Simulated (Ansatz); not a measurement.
Bond stretch in CH, doublet.

- UCCSD(T) = CCSD(T) on UHF/def2-SVP, frozen core (Ansatz, a program for electronic structure)
- UKS-BLYP = unrestricted BLYP/def2-SVP in Ansatz
- UKS-PBE = unrestricted PBE/def2-SVP in Ansatz
- UCCSDT(Q) = CCSDT(Q) on UHF/def2-SVP, frozen core (Ansatz)
- FCI = full CI/def2-SVP, frozen core (Ansatz)

Cost and accuracy over the 22 points of the scan, with FCI as yardstick. Costs are rough ratios of core time within Ansatz on shared cores, each with its mean field (Kohn-Sham runs search longer for lower solutions than correlated ones do); the miss is the largest error against full CI of the curve after the mean shift, in kJ/mol.

Which is the cheapest of these levels that stays within 12 kJ/mol of FCI?

UCCSD(T).

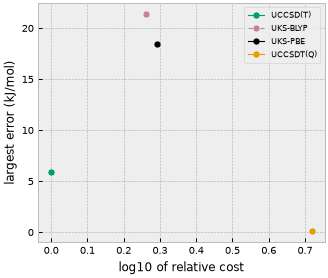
Miss against cost, one point a level.

```csv
level,relative cost,largest error
UCCSD(T),1,5.9
UKS-BLYP,2,21.4
UKS-PBE,2,18.5
UCCSDT(Q),5,0.1
```

Costs within a factor of two of each other count as equal.

The unrestricted determinant behind UCCSD(T), UCCSDT(Q) is spin-contaminated at 0.89 to 4.58 Å (<S²> up to 1.8, against 0.75 for a pure doublet). The unrestricted determinant behind UKS-BLYP is spin-contaminated at 0.89 to 0.96, 2.00 to 4.58 Å (<S²> up to 1.8, against 0.75 for a pure doublet). The unrestricted determinant behind UKS-PBE is spin-contaminated at 0.89 to 1.15, 2.24 to 4.58 Å (<S²> up to 1.8, against 0.75 for a pure doublet).
